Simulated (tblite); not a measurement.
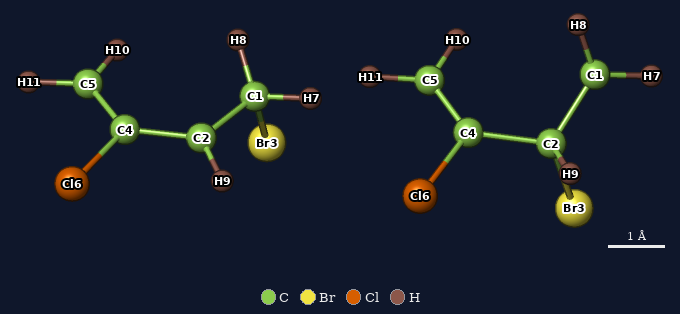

Two geometries of C4H5BrCl (multiplicity 2), drawn at one scale. One is the start of a relaxation, the other its converged end. Style: ball-and-stick. Shown at a tilt.

These are results of GFN2-xTB geometry optimisation, gas phase in tblite, not measurements. 

Which one is relaxed?

Answer. The left one is the relaxed one. The energy falls by 24.1 kcal/mol in 117 geometry steps. The atom that moves furthest after the best rigid fit is Br3 (1.49 Å). Largest moves by element: Br 1.49 Å, H 1.00 Å, C 0.47 Å, Cl 0.46 Å. Among the contacts that change: C2–Br3 1.966 → 2.896 Å, Br3–C4 2.812 → 3.608 Å, C1–Br3 2.802 → 2.050 Å, C2–C4 1.512 → 1.394 Å. New bonds form: C1–Br3 (2.80 → 2.05 Å). Bonds break: C2–Br3 (1.97 → 2.90 Å). Among the angles between lasting bonds that change: C1–C2–C4 114.7° → 123.8°, C1–C2–H9 109.7° → 117.8°, C2–C1–H7 120.9° → 113.3°. The run took 2.8 s on 1 thread of AMD EPYC (shared host).
